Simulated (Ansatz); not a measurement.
## Fields on a plane of CaF2 (fluorite)

```
CaF2
1.0
    0.00000     2.75553     2.75553
    2.75553     0.00000     2.75553
    2.75553     2.75553     0.00000
Ca F
1 2
Direct
  0.00000   0.00000   0.00000
  0.75000   0.75000   0.75000
  0.25000   0.25000   0.25000
```

The slice is a {111} plane (indices of the conventional cell) through the point (0.250, 0.250, 0.250) (fractional), spanned by u = [100] and v = [-1 2 0] in vectors of this cell: u (3.90 Å) and v (6.75 Å, at 90° to u). It covers one period; positions are fractions (u, v).

Atoms on it: F at (0.00, 0.00); F at (0.50, 0.50). Other atoms lie within 1 Å of the plane.

Calculation: PBE (plane waves to 420 eV, PAW, scalar-relativistic; Ansatz, a first-principles code). k mesh 10×10×10. These are valence fields of a PAW run, semicore shells included where kept as valence: close to a nucleus they are smooth pseudo fields. CaF2 was relaxed with its symmetry unable to fall.

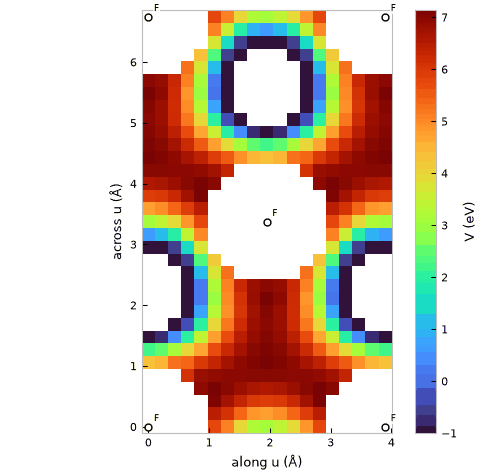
Figure: Electrostatic potential energy of an electron, from the cell's mean, in eV, one period of the plane, atoms marked. Points within 1 Å of a nucleus are left white, as the pseudised field means little there. Values under -1 eV are set to -1. The zero, the cell's mean, hangs on the PAW cores.

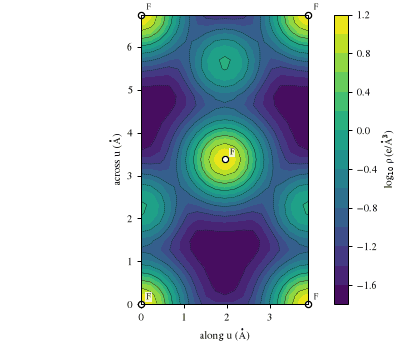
Figure: Log₁₀ of the valence density in e/Å³, one period of the plane, atoms marked. The scale is logarithmic, as a density can span decades between atoms and voids.
